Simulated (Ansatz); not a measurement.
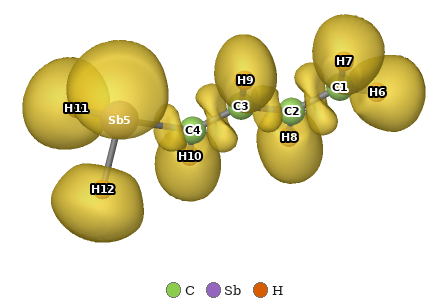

Figure 1: C4H7Sb (SMILES C=CC=[CH][SbH2]). Isosurface of the ELF at 0.8 (yellow), seen at an oblique angle. Core shells and regions of very low density are left out.

Core potentials replace the inner electrons of Sb.

All numbers below come from RKS BLYP-D4/def2-SVP in Ansatz 0.2.0.

Input

```
crystal:
  periodic: [false, false, false]
  atoms:
    - { symbol: C, position_ang: [-0.6959, 1.8477, 1.5466] }
    - { symbol: C, position_ang: [-0.9249, 0.7801, 0.8229] }
    - { symbol: C, position_ang: [0.087, 0.2946, -0.1071] }
    - { symbol: C, position_ang: [0.016, -0.8067, -0.8071] }
    - { symbol: Sb, position_ang: [1.4727, -1.5166, -2.146] }
    - { symbol: H, position_ang: [-1.5229, 2.2518, 2.2025] }
    - { symbol: H, position_ang: [0.1973, 2.4697, 1.4634] }
    - { symbol: H, position_ang: [-1.8125, 0.2529, 0.9207] }
    - { symbol: H, position_ang: [1.0525, 0.8587, -0.1528] }
    - { symbol: H, position_ang: [-0.9716, -1.3893, -0.7019] }
    - { symbol: H, position_ang: [2.4619, -2.0213, -0.7531] }
    - { symbol: H, position_ang: [0.7173, -3.0767, -2.2542] }
basis:
  gaussian: { orbitals: def2-SVP }
hamiltonian:
  xc: blyp
  dispersion: d4
relax:
  f_tol: 0.015
  max_steps: 40
output:
  orbitals: {}
```

Launched as:

```sh
ansatz run input.yaml --threads 2 --pin off --max-ram 3072MiB --backend cpu --events-out ev --progress --plain --runs-dir out
```

The fields are those of the run's last geometry, not of the input's.

### Describe the localisation domains.

At this value the surface marks out three regions between bonded C–C atoms (shared pairs), seven regions around hydrogen nuclei, one lobe of the valence shell of C pointing towards Sb (polar bonds) and one lobe on Sb, pointing away from the bonds (lone pairs).

Values along the shortest contacts:
C–C (1.35 Å): the ELF peaks at about 0.95 between the atoms; a covalent bond. C–Sb (2.18 Å): the ELF peaks at about 0.90 in the valence shell of C, 0.7 Å from its nucleus, and drops to about 0.20 between the two atoms.
